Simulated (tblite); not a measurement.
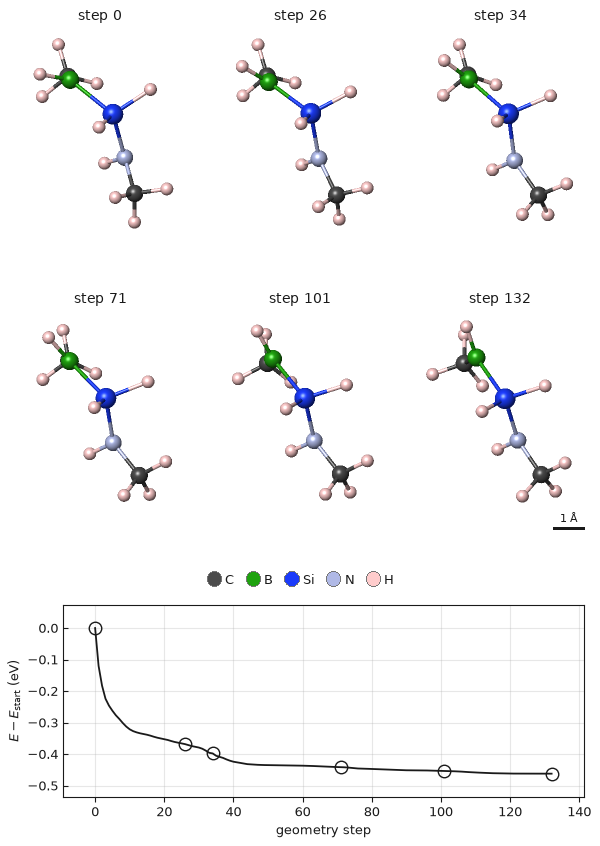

Frames of a relaxation of C2H10BNSi, marked on the history of the run. The picture is a ball-and-stick view, seen from a free direction.

These are results of GFN2-xTB geometry optimisation, gas phase (tblite 0.8.0), not measurements. 

> Describe the path.

The largest move after the best rigid fit is that of an H atom, 1.33 Å. Largest moves by element: H 1.33 Å, Si 0.31 Å, B 0.28 Å, N 0.27 Å, C 0.25 Å. Near-neighbour distances that change, for instance: H–N 1.047 → 1.009 Å, C–H 1.125 → 1.089 Å, B–C 1.598 → 1.569 Å, N–Si 1.756 → 1.729 Å. Among the angles between lasting bonds that change: Si–N–C 114.1° → 122.6°, B–Si–H 108.4° → 115.5°, H–C–H 113.5° → 106.6°. Groups turn about B–Si by about 45°, N–Si by about 30°, C–N by about 30°. Over 132 geometry steps the energy falls by 0.462 eV. From step 0 to 26: an H atom moves most (0.32 Å), energy −0.368 eV. From step 26 to 34: an H atom moves most (0.42 Å), energy −0.030 eV. From step 34 to 71: an H atom moves most (0.25 Å), energy −0.044 eV. From step 71 to 101: an H atom moves most (0.34 Å), energy −0.012 eV. From step 101 to 132: an H atom moves most (0.32 Å), energy −0.008 eV.

```csv
step,"E − E(0), eV"
0,0.0000
1,-0.1201
2,-0.1827
3,-0.2242
4,-0.2461
5,-0.2623
6,-0.2768
7,-0.2884
8,-0.3012
9,-0.3125
10,-0.3212
16,-0.3414
23,-0.3614
29,-0.3769
36,-0.4086
42,-0.4278
49,-0.4346
55,-0.4356
61,-0.4369
68,-0.4401
74,-0.4435
81,-0.4475
87,-0.4505
93,-0.4514
100,-0.4533
106,-0.4555
113,-0.4597
119,-0.4616
126,-0.4618
132,-0.4620
```
